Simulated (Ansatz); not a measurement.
**BHLYP/aug-cc-pVDZ run of C2H5F (SMILES CCF)**

Aim: the vertical electron affinity of C2H5F at BHLYP/aug-cc-pVDZ, from 2 runs. 

The calculation is run with Ansatz 0.2.0.

52 further runs of the same task are left out: 52 set aside as unsound or not needed.

**1. The system as given**

C2H5F: 8 atoms, total charge 0, spin state singlet. As SMILES, `CCF`. Geometry: relaxed at PBE0-D4/def2-TZVP.

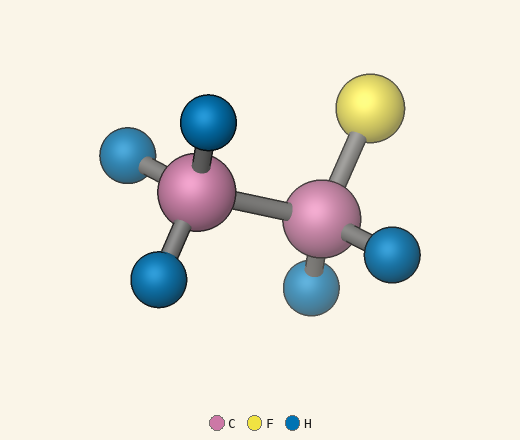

Viewed from a chosen angle; carbon pink, fluorine yellow, hydrogen blue.

**2. The energy at BHLYP/aug-cc-pVDZ**

File input.yaml:

```yaml
basis:
  gaussian:
    orbitals: aug-cc-pVDZ
crystal:
  periodic: [false, false, false]
  atoms:
    - {symbol: C, position_ang: [-0.431700, 0.566900, -0.264600]}
    - {symbol: C, position_ang: [0.378400, -0.599100, 0.230500]}
    - {symbol: F, position_ang: [1.663300, -0.186400, 0.546500]}
    - {symbol: H, position_ang: [-1.443900, 0.237400, -0.512600]}
    - {symbol: H, position_ang: [0.018600, 0.998500, -1.160400]}
    - {symbol: H, position_ang: [-0.500300, 1.343000, 0.499800]}
    - {symbol: H, position_ang: [0.464000, -1.381500, -0.529800]}
    - {symbol: H, position_ang: [-0.056300, -1.036000, 1.134800]}
hamiltonian:
  xc: {name: BHLYP}
accuracy: high
output: {orbitals: {seedname: orbitals}}
```

The run is started by

```bash
$ ansatz run input.yaml --threads 1 --pin off --max-ram 3480MiB --events-out events.jsonl --progress --plain --runs-dir runs
```

Standard output:

```text
Warning: RAYON_NUM_THREADS=1 ignored (pool sized by the plan → 1); use --threads N
Functional definition: BHLYP
  name "BHLYP"
  parameter a = 0.5
  exchange = (1 - a)*b88_x + a*exact_x
  correlation = lyp_c
2297 factors; integrals over basis functions are off by at most 3.2e-9 eV
mean field evaluation 1: about -4866.8228 eV, gradient 4.1e1 eV
mean field evaluation 2: about -4868.2423 eV, gradient 3.2e1 eV
mean field evaluation 4: about -4870.6086 eV, gradient 1.1e0 eV
mean field evaluation 8: about -4870.6104 eV, gradient 1.1e-2 eV
mean field evaluation 16: about -4870.6104 eV, gradient 1.2e-6 eV
mean field -4870.61036668 eV, -178.9916295573 hartree, gradient 2.7e-8 eV, S^2 0.000000; 0 other end points of the search recorded, 0 dependent functions left out
reference -4870.61039962 eV, -178.9916307679 hartree; 13, 13 occupied and 101, 101 virtual orbitals, 2297 factors
Total energy: -4870.61039962 eV, -178.9916307679 hartree
```

It took 6.9 s on 1 thread of Intel Xeon Platinum 8375C at 2.90GHz (Ice Lake), shared host; peak memory 0.38 GiB.

**3. The doublet anion at the same level**

File run.yaml:

```yaml
crystal:
  periodic: [false, false, false]
  atoms:
    - {symbol: C, position_ang: [-0.431700, 0.566900, -0.264600]}
    - {symbol: C, position_ang: [0.378400, -0.599100, 0.230500]}
    - {symbol: F, position_ang: [1.663300, -0.186400, 0.546500]}
    - {symbol: H, position_ang: [-1.443900, 0.237400, -0.512600]}
    - {symbol: H, position_ang: [0.018600, 0.998500, -1.160400]}
    - {symbol: H, position_ang: [-0.500300, 1.343000, 0.499800]}
    - {symbol: H, position_ang: [0.464000, -1.381500, -0.529800]}
    - {symbol: H, position_ang: [-0.056300, -1.036000, 1.134800]}
basis:
  gaussian: {orbitals: aug-cc-pVDZ}
output: {orbitals: {seedname: orbitals}}
magnetization: {spin_polarized: true, initial_magnetization: 1}
accuracy: high
hamiltonian: {xc: {name: BHLYP}}
total_charge: -1
```

The run is started by

```bash
$ ansatz run run.yaml --threads 1 --pin off --max-ram 3480MiB --events-out events.jsonl --progress --plain --runs-dir runs
```

Standard output:

```text
Warning: RAYON_NUM_THREADS=1 ignored (pool sized by the plan → 1); use --threads N
Functional definition: BHLYP
  name "BHLYP"
  parameter a = 0.5
  exchange = (1 - a)*b88_x + a*exact_x
  correlation = lyp_c
2297 factors; integrals over basis functions are off by at most 3.2e-9 eV
mean field evaluation 1: about -4867.1776 eV, gradient 2.4e1 eV
mean field evaluation 2: about -4867.7155 eV, gradient 2.4e1 eV
mean field evaluation 4: about -4869.8074 eV, gradient 1.2e0 eV
mean field evaluation 8: about -4869.8613 eV, gradient 6.1e-2 eV
mean field evaluation 16: about -4869.8630 eV, gradient 2.8e-3 eV
mean field evaluation 32: about -4869.8630 eV, gradient 1.7e-6 eV
mean field evaluation 64: about -4869.4871 eV, gradient 4.4e-2 eV
mean field -4869.86297456 eV, -178.9641634034 hartree, gradient 4.3e-8 eV, S^2 0.750090; 8 other end points of the search recorded, 0 dependent functions left out
reference -4869.86299765 eV, -178.9641642520 hartree; 14, 13 occupied and 100, 101 virtual orbitals, 2297 factors
Total energy: -4869.86299765 eV, -178.9641642520 hartree
```

Wall time 49 s (1 thread of Intel Xeon Platinum 8375C at 2.90GHz (Ice Lake), shared host); peak memory 0.55 GiB.

**4. Results**

At BHLYP/aug-cc-pVDZ:

```
                                         quantity          value
                      singlet C2H5F: total energy  -178.99163 Eh
                       singlet C2H5F: HOMO energy      -11.01 eV
                       singlet C2H5F: LUMO energy        0.22 eV
                     singlet C2H5F: HOMO–LUMO gap       11.24 eV
                      doublet anion: total energy  -178.96416 Eh
doublet anion: HOMO energy (highest over α and β)        1.39 eV
 doublet anion: LUMO energy (lowest over α and β)        2.94 eV
                              doublet anion: ⟨S²⟩          0.750
vertical electron affinity (to the doublet anion)      -0.747 eV
```

**Reading.** The anion lies 0.75 eV (17.2 kcal/mol) above the neutral: the electron isn't bound at this level, and such a value depends on the basis. The HOMO (doublet anion) lies at positive energy, 1.39 eV; only total energies tell whether the electron is bound.
